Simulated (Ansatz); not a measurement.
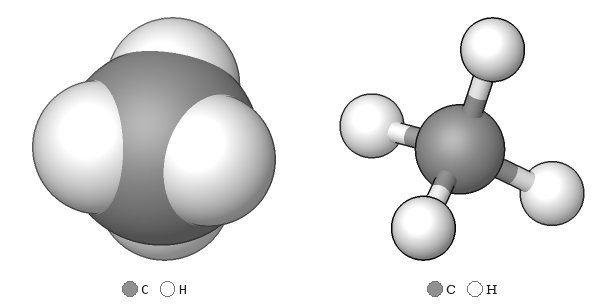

Both panels show the same species.

The geometry was computed by an optimisation with PBE0-D4/def2-TZVP.

Which formula does it have?

Answer. CH4, 5 atoms: 1 carbon and 4 hydrogen.

Count the bonded pairs by element.

Answer. 4 C–H. Sticks follow a distance rule.

The parts below concern this one geometry. Atoms keep their numbers from picture to picture.

## Symmetry

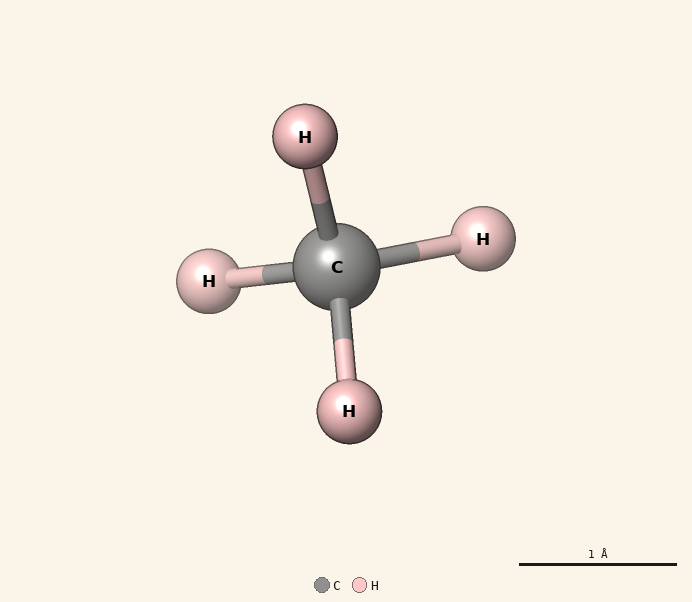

Atoms fade into the background with distance from the viewer. Masses are those of the most abundant isotopes; constants are for the rigid equilibrium geometry.

What kind of rotor is it, and what are its rotational constants in MHz?

Answer. A spherical top (Td): A = B = C = 158374 MHz.

## Electronic properties

Method: RKS PBE0-D4/def2-TZVPP (Ansatz 0.2.0).

What does the calculation give?

- HOMO energy (Kohn–Sham orbital): −10.98 eV
- LUMO energy (Kohn–Sham orbital): 1.70 eV
- HOMO–LUMO gap: 12.68 eV

## Charges

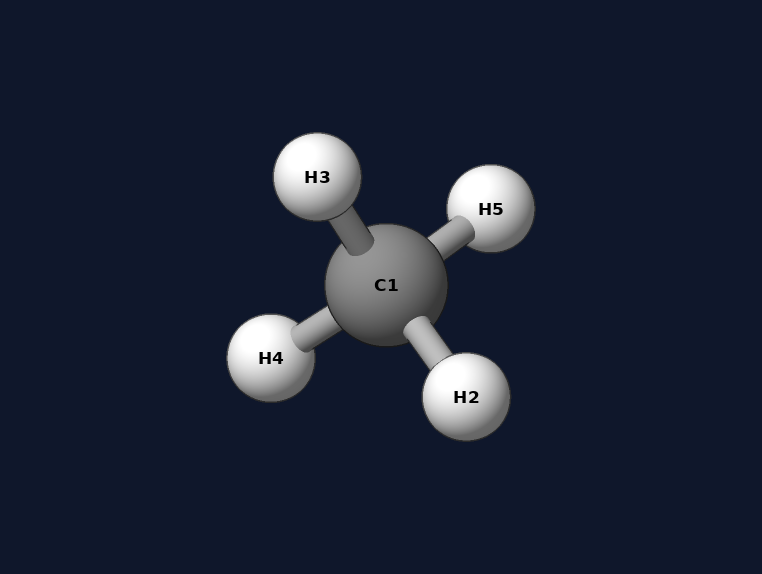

The questions are on Mulliken charges. Properties computed with RKS PBE0-D4/def2-TZVP (Ansatz 0.2.0).

List the Mulliken charges.

```tsv
atom	value (e)
C1	−0.53
H2	0.13
H3	0.13
H4	0.13
H5	0.13
```

## Vibrations

Harmonic vibrations computed with RKS PBE0-D4/def2-TZVP (Ansatz 0.2.0) at a stationary point of the same level.

How many vibrational modes are there, and where do they lie?

Answer. 9 modes: 1326, 1326, 1326, 1551, 1551, 3047, 3168, 3168, 3168 cm⁻¹.

Mulliken values depend strongly on the basis set and can even reverse the polarity of a bond.
